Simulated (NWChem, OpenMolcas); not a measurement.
**AgH (SMILES [AgH]): the dipole moment, rung by rung**

The species is AgH (2 atoms), meant as a singlet with charge 0. As SMILES, `[AgH]`. The bond length is the measured one.

```xyz
2

Ag    0.0000    0.0000    0.0000
H     0.0000    0.0000    1.6181
```

Quantity: the dipole moment, in D. The values are calculated.

```tsv
level	kind	program	value (D)	CPU time
HF/def2-TZVPP (core potential)	Hartree–Fock	NWChem	4.18	10 s
BLYP/def2-TZVPP (core potential)	GGA	NWChem	2.29	13 s
PBE/def2-TZVPP (core potential)	GGA	OpenMolcas	2.37	9.9 s
M06-L/def2-TZVPP (core potential)	meta-GGA	OpenMolcas	2.81	13 s
TPSS/def2-TZVPP (core potential)	meta-GGA	OpenMolcas	2.64	13 s
M06-2X/def2-TZVPP (core potential)	hybrid meta-GGA	NWChem	3.18	19 s
PBE0/def2-TZVPP (core potential)	global hybrid	NWChem	2.87	12 s
CAM-B3LYP/def2-TZVPP (core potential)	range-separated hybrid	NWChem	2.99	34 s
```

The values span 2.29 to 4.18 D. Times are those of the runs behind each value, whatever else they computed, on shared processors of several kinds: orders of magnitude only.

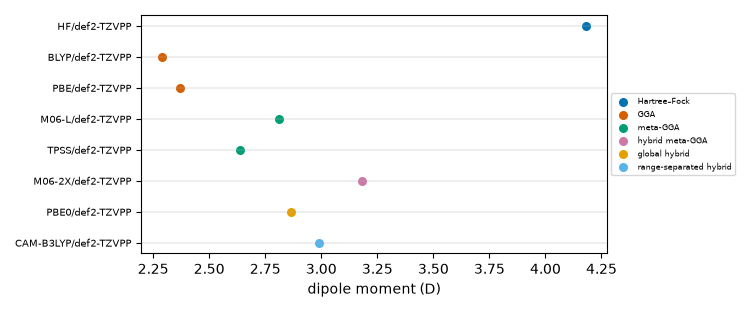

The values of the table, level by level.
